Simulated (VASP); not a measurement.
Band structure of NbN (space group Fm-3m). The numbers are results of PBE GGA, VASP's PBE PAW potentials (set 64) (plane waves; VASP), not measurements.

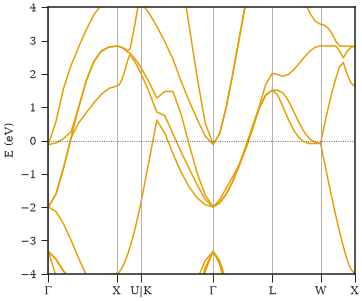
*Bands along high-symmetry lines, zero at the valence-band maximum or, without a gap, the Fermi level*

### Question
Read the plot: is there a gap, and where are the band edges?

### Answer
It has no gap at this level: it comes out as a metal or semimetal.

The structure is a typed NbN crystal (Fm-3m). The cell was not relaxed at this level. VASP warned that the highest band is occupied, so more bands are needed.
